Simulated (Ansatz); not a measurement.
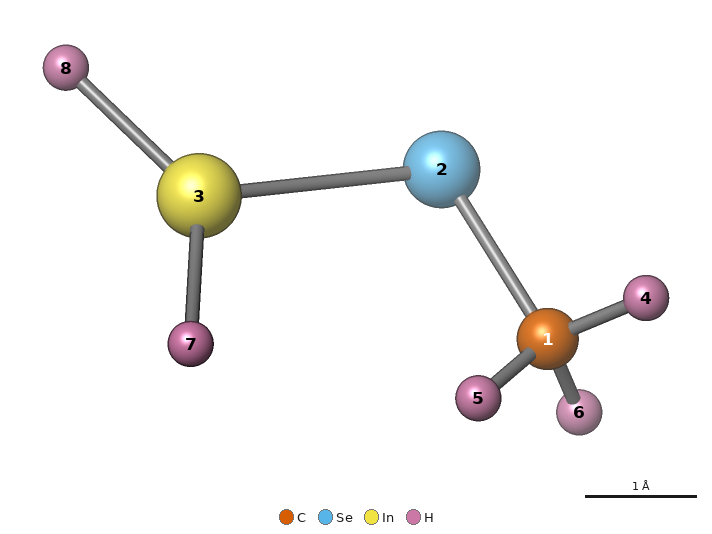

Orthographic view. Depth is shown by fading: the farther an atom, the more it takes the colour of the background. The computed structure is the end point of a PBE0-D4/def2-TZVP optimisation.

Give the geometry as a Z-matrix, atoms in numerical order, with these reference atoms: 2 to 1; 3 to 2, 1; 4 to 1, 2, 3; 5 to 1, 4, 2; 6 to 1, 5, 4; 7 to 3, 2, 1; 8 to 3, 7, 5.

```
C  
Se   1   1.963
In   2   2.492   1   100.1
H    1   1.088   2   108.3   3  -121.0
H    1   1.088   4   109.7   2  -121.1
H    1   1.088   5   109.7   4   120.8
H    3   1.719   2   113.9   1     0.1
H    3   1.712   7   129.1   5  -179.9
```
